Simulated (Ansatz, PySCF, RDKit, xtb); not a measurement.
CH3Cl (SMILES CCl) and CHN (SMILES C#N) are pulled apart as rigid monomers along the line of their centres of mass, from the B3LYP-D3(BJ)/def2-TZVP minimum. Starting geometry (charge 0, multiplicity 1):
```xyz
8

C      0.5417    -0.4595     1.1003
Cl    -1.0040     0.4061     1.4187
H      0.3040    -1.3928     0.5996
H      1.1536     0.1735     0.4656
H      1.0288    -0.6424     2.0528
C      0.0158     0.1116     4.6102
N      1.0245    -0.4284     4.6816
H     -0.9218     0.6116     4.5208
```

Interaction energies with rigid monomers; basis-set methods are counterpoise corrected unless marked otherwise.

Frozen-core correlation.

Codes used: Ansatz (Gaussian basis) for Hartree–Fock, density functionals and correlated methods; PySCF for the dispersion terms; RDKit for the force fields; xtb for the GFN methods. Values without a source in brackets are computed.

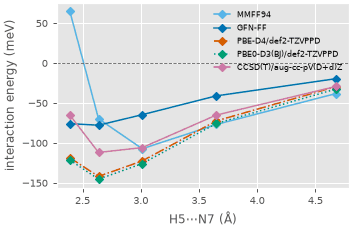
Fig. 1. Interaction energy against separation

Task: Which level binds most strongly at H5···N7 = 2.64, and by how much?

Result: PBE0-D3(BJ)/def2-TZVPPD, -145 meV.

Ansatz is an electronic-structure program.
